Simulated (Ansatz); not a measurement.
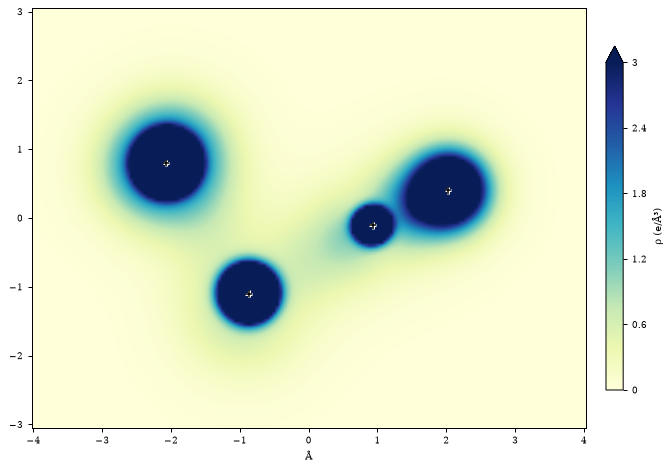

The electron density on a plane through atoms (crosses mark nuclei in the plane).

All numbers below come from Ansatz 0.2.0, isolated molecule in a Gaussian basis; Kohn-Sham density functional theory, functional PBE0.

Candidates:
A. FH2InNO (charge +1, triplet)
B. BBrOSi
C. BClGeH (charge +1)

Which candidate gave the map?

Candidate B: BBrOSi on the molecular plane, which holds B, Br, O and Si. B–O (1.21 Å): ρ is about 3.1 e/Å³ halfway. Si–B (2.06 Å): ρ is about 0.73 e/Å³ halfway.
